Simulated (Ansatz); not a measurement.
Three curves of one kind of scan: energy against volume (even scaling of the relaxed cell, symmetry kept). Calculation: PBE (plane waves to 420 eV, PAW, scalar-relativistic; Ansatz, a first-principles code). Each is measured from its own zero (the relaxed starting cell). 

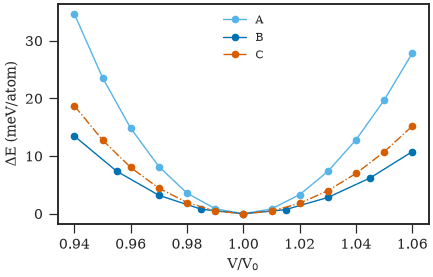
Curves A, B and C.

Task: Match the curves to these crystals:
- ScAl$_{3}$ (Cu3Au type), a = 4.1055 Å, b = 4.1055 Å, c = 4.1055 Å, α = 90.00°, β = 90.00°, γ = 90.00°
- AlRu (CsCl type), a = 3.0037 Å, b = 3.0037 Å, c = 3.0037 Å, α = 90.00°, β = 90.00°, γ = 90.00°
- Mg₂Sn (antifluorite type, space group Fm-3m), a = b = c = 6.816 Å, α = β = γ = 90.00°

Result: A is AlRu; B is Mg2Sn; C is ScAl3.

AlRu is run without spin polarisation. All were relaxed with their symmetry unable to fall. At this level the bands of Mg2Sn touch or barely overlap; measurements give the solid a gap. ScAl3 is run without spin polarisation.

(Under strain, the slope of the energy per volume gives the stress and its curvature an elastic modulus.)
